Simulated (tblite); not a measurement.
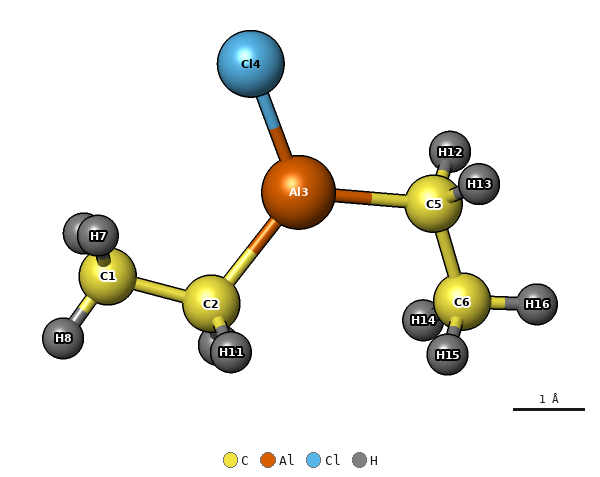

Fig. 1: The input geometry (ball-and-stick view, seen at a tilt; atoms are numbered from 1 in the order of the input). Sticks mark near contacts. Bond lengths as drawn: Al–C 2.01 Å, Al–Cl 2.03 Å, C–C 1.53 to 1.54 Å and C–H 1.09 to 1.10 Å.

## Frequency calculation of C4H10AlCl

- system: C4H10AlCl (aluminum, chlorodiethyl-), SMILES C[CH2][Al]([Cl])[CH2]C
- method: GFN2-xTB harmonic vibrations, gas phase (tblite 0.8.0)

## The program's output
```
mode    cm-1     km/mol
  1      29.9      0.02
  2      43.5      0.25
  3      66.6      0.21
  4      91.5      1.87
  5     133.1      0.33
  6     173.8      0.98
  7     191.1     10.07
  8     230.4      3.10
  9     252.4     31.61
 10     434.8      5.18
 11     512.1      1.34
 12     592.1     64.30
 13     616.8    153.85
 14     632.7    142.92
 15     904.4      0.44
 16     914.6      0.55
 17     973.5     10.12
 18     976.5     26.95
 19    1035.3      8.21
 20    1044.6     12.68
 21    1212.2      0.90
 22    1216.3      3.77
 23    1222.8     11.66
 24    1225.9      1.99
 25    1408.7      0.49
 26    1410.8      0.28
 27    1460.3      0.66
 28    1465.9      0.43
 29    1499.5      3.27
 30    1500.4      3.71
 31    1503.2      2.87
 32    1505.8      1.06
 33    2850.1     21.26
 34    2874.0     34.18
 35    2875.0     40.58
 36    2902.2     33.74
 37    2989.4     76.22
 38    2991.2     63.99
 39    2999.5     31.56
 40    3008.8     22.52
 41    3013.6     37.20
 42    3023.1     23.93
ZPE 335.005  H(298)-E 364.436  G(298)-E 241.661 kJ/mol  S 411.79 J/(mol K)
```

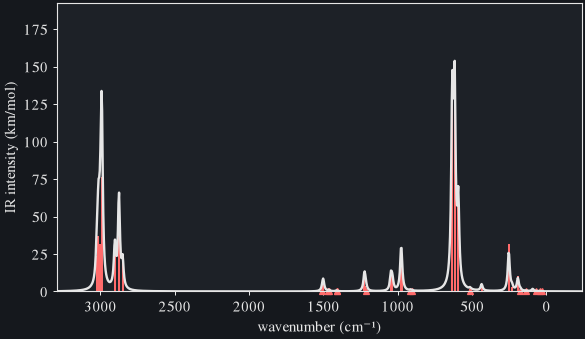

Fig. 2: Harmonic infrared spectrum, unscaled: sticks (degenerate modes added up, dark ones marked on the axis) with a Lorentzian envelope of 16 cm⁻¹ full width, scaled to the tallest stick. 42 modes from 30 to 3023 cm⁻¹, none imaginary. The strongest line is at 617 cm⁻¹ (154 km/mol).

The run was set up as follows.

## The input
```
{"job": {"kind": "ir", "xc": "GFN2-xTB", "basis": "xTB"}, "charge": 0, "multiplicity": 1}
C      2.673277    -0.562502     0.556492
C      1.382897    -0.315129    -0.240796
Al    -0.084279     0.517728     0.860872
Cl     0.338568     1.287207     2.696162
C     -1.975856     0.642666     0.197129
C     -2.224281    -0.035713    -1.156728
H      3.039390     0.364585     0.997803
H      3.458319    -0.968370    -0.082430
H      2.496141    -1.267608     1.368148
H      1.045420    -1.262600    -0.680136
H      1.621693     0.320966    -1.104275
H     -2.668239     0.221507     0.941646
H     -2.266895     1.701474     0.121051
H     -2.038356    -1.105999    -1.090120
H     -1.560432     0.368540    -1.918982
H     -3.252565     0.111137    -1.488657
```

The first line tells a small driver script what to run in tblite; the rest is the geometry in Å.

Launch command:
```bash
OMP_NUM_THREADS=1 python <driver script> task.json out
```

## Key numbers

- outcome: converged
- total energy: −525.6696 eV
- zero-point energy: 80.0680 kcal/mol
- hardware: 1 CPU thread, shared host
- wall time: 0.65 s
- peak memory: 0.19 GiB
